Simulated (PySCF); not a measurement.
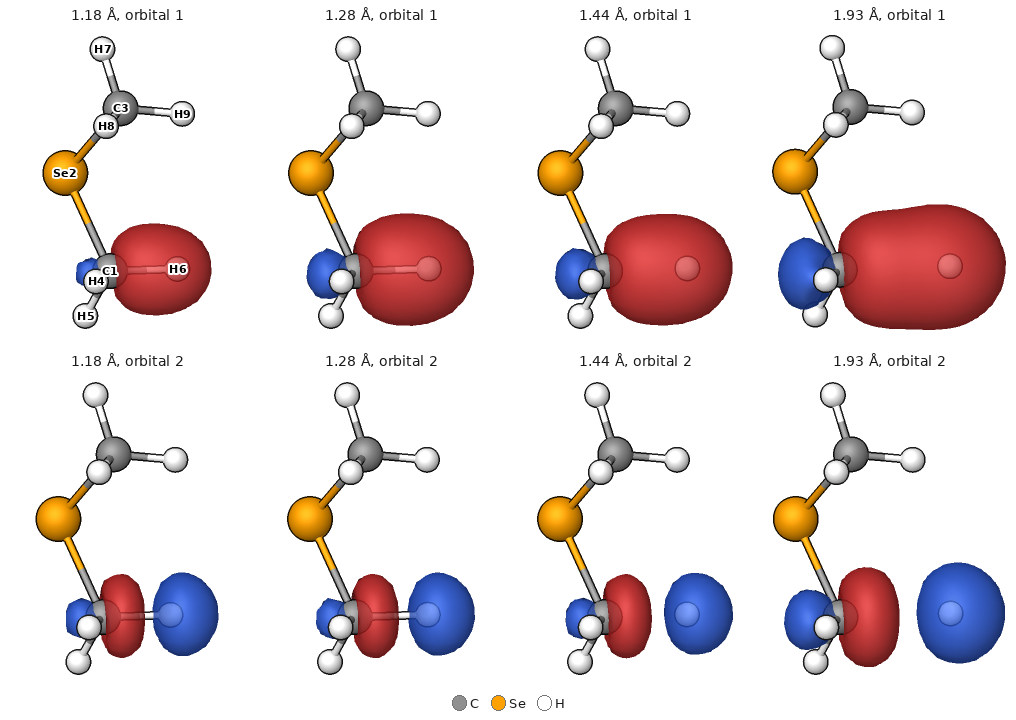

Figure 1: C2H6Se, SMILES `C[Se]C`. Rigid stretch of the C1–H6 bond. The two CASSCF(2,2) natural orbitals nearest half filling (orbital 1 the more occupied).

Method: cc-pVDZ basis; geometry: GFN2-xTB; program: PySCF. No frequency check shows the geometry to be a minimum. GFN2-xTB bond lengths at metals and heavier atoms can be off by up to 0.1 Å and shapes distorted, which carries into these values.

Input

```python
import numpy as np
from pyscf import gto, scf, mcscf

mol = gto.M(atom='''
C      1.46098     0.82107     0.00043
Se    -0.00001    -0.47441     0.00000
C     -1.46097     0.82109    -0.00043
H      1.39334     1.43658     0.89440
H      2.39412     0.26528    -0.00186
H      1.39392     1.43653    -0.89358
H     -2.39411     0.26531     0.00186
H     -1.39381     1.43664     0.89357
H     -1.39332     1.43659    -0.89441
''', basis='cc-pvdz', charge=0, spin=0, verbose=4)
# stretch the bond between atoms 1 and 6, from long to short, fragments rigid
a, b, move = 0, 5, [5]
xyz = mol.atom_coords(unit='Angstrom')
u = xyz[b] - xyz[a]
r0 = np.linalg.norm(u)
rows, last, dm_u = [], None, None
for r in [3.0, 2.35, 1.93, 1.66, 1.44, 1.28, 1.18, 1.07, 0.98]:
    new = xyz.copy()
    new[move] += u / r0 * (r - r0)
    m = mol.set_geom_(new, unit='Angstrom', inplace=False)
    rhf = scf.RHF(m).density_fit(auxbasis='def2-universal-jkfit').run()
    uhf = scf.UHF(m).density_fit(auxbasis='def2-universal-jkfit').newton()
    if dm_u is None:
        c = rhf.mo_coeff
        h = m.nelectron // 2 - 1
        ca, cb = c.copy(), c.copy()
        ca[:, h], cb[:, h] = (c[:, h] + c[:, h + 1]) / 2**.5, (c[:, h] - c[:, h + 1]) / 2**.5
        dm_u = np.array([x[:, :h + 1] @ x[:, :h + 1].T for x in (ca, cb)])
    uhf.kernel(dm0=dm_u)
    for _ in range(3):
        c, _, stable, _ = uhf.stability(return_status=True)
        if stable:
            break
        uhf.kernel(c, uhf.mo_occ)
    dm_u = uhf.make_rdm1()
    mc = mcscf.CASSCF(rhf, 2, 2)
    mc.natorb = True
    mc.fix_spin_(ss=0)
    guess = mcscf.addons.make_natural_orbitals(uhf)[1] if last is None else mcscf.project_init_guess(mc, last.mo_coeff, last.mol)
    mc.kernel(guess)
    last = mc
    act = slice(mc.ncore, mc.ncore + mc.ncas)
    print('r %.3f  RHF %.6f  UHF %.6f  <S^2> %.3f  CASSCF %.6f  occupations' % (r, rhf.e_tot, uhf.e_tot, uhf.spin_square()[0], mc.e_tot), mc.mo_occ[act].round(4))
    rows.append((new, rhf.e_tot, uhf.e_tot, uhf.spin_square()[0], mc.e_tot, mc.mo_occ[act], mc.mo_coeff[:, act], dm_u[0] - dm_u[1], rhf.converged and uhf.converged and mc.converged))
    np.savez('result.npz', **{k: [row[i] for row in rows] for i, k in enumerate('xyz rhf uhf s2 cas occ c spin ok'.split())})
```

Command:

```sh
OMP_NUM_THREADS=1 python input.py
```

The run took 4.2 min on 1 thread of Arm Neoverse V2 (shared host), peak memory 0.23 GiB.

Q: How do the occupations change along the stretch?

A: 1.18 Å: 1.98 and 0.02; 1.28 Å: 1.97 and 0.03; 1.44 Å: 1.95 and 0.05; 1.93 Å: 1.82 and 0.18. At the longest distance computed (3.00 Å) they are 1.30 and 0.70, and the effective number of unpaired electrons is 1.7.

Q: Where does the UHF solution part from RHF?

A: Between 1.44 Å (⟨S²⟩ = 0, the two coincide) and 1.66 Å (⟨S²⟩ = 0.05); at 3.00 Å ⟨S²⟩ is 1.00 and UHF lies 3.2 eV below RHF.

Q: How much energy does the stretch cost?

A: By CASSCF, 4.2 eV from the lowest point of the scan (1.07 Å) to 3.00 Å; RHF gives 6.9 eV from its own lowest point. The fragments aren't relaxed and dynamic correlation is missing, so this isn't a bond dissociation energy.
